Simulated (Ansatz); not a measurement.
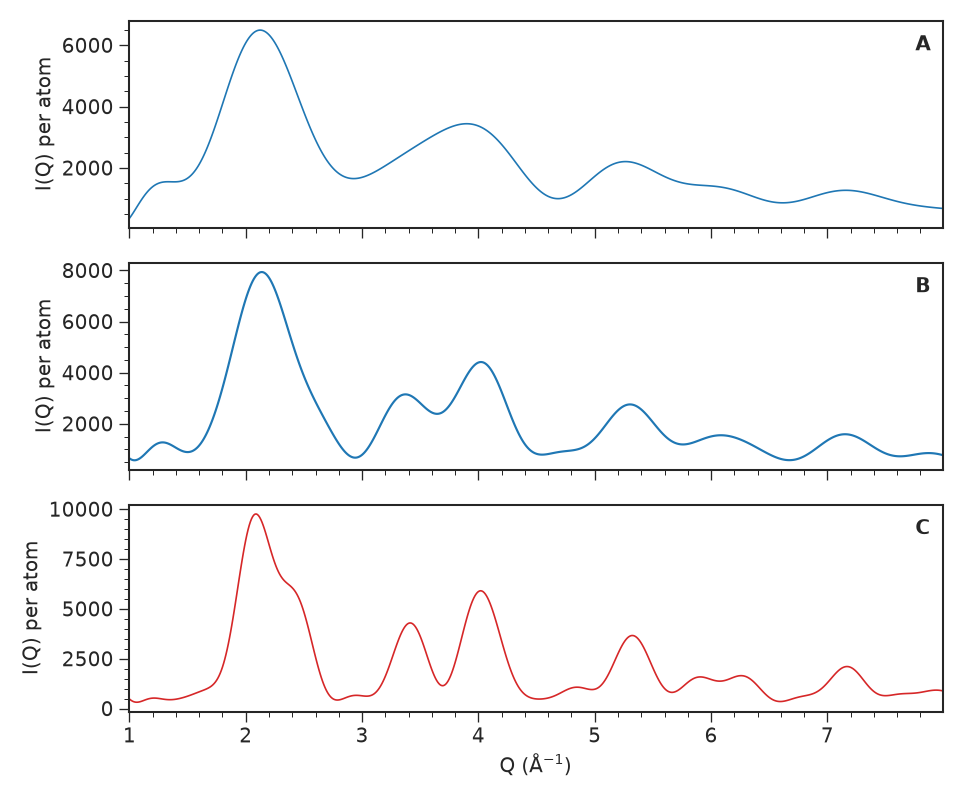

X-ray scattering of spheres cut from the crystal structure of Yb (Fm-3m, a = 5.202 Å, b = 5.202 Å, c = 5.202 Å, α = 90.00°, β = 90.00°, γ = 90.00°), calculated atom by atom with the Debye equation (B = 0.5 Å², no relaxation of the surface). Structure used: the input geometry of an electronic-structure calculation (not necessarily at equilibrium).

> The spheres are 10, 14 and 20 Å across. Which curve is which?

curve A: 10 Å (13 atoms); curve B: 14 Å (43 atoms); curve C: 20 Å (135 atoms). Peak widths go roughly as 2π/D, so the largest sphere has the sharpest peaks.

> Index the main peaks of the largest sphere.

Q ≈ 2.09 Å⁻¹: 111; Q ≈ 3.41 Å⁻¹: 220; Q ≈ 4.02 Å⁻¹: 311 + 222; Q ≈ 5.32 Å⁻¹: 331 + 420; Q ≈ 7.17 Å⁻¹: 531 + 600/442.
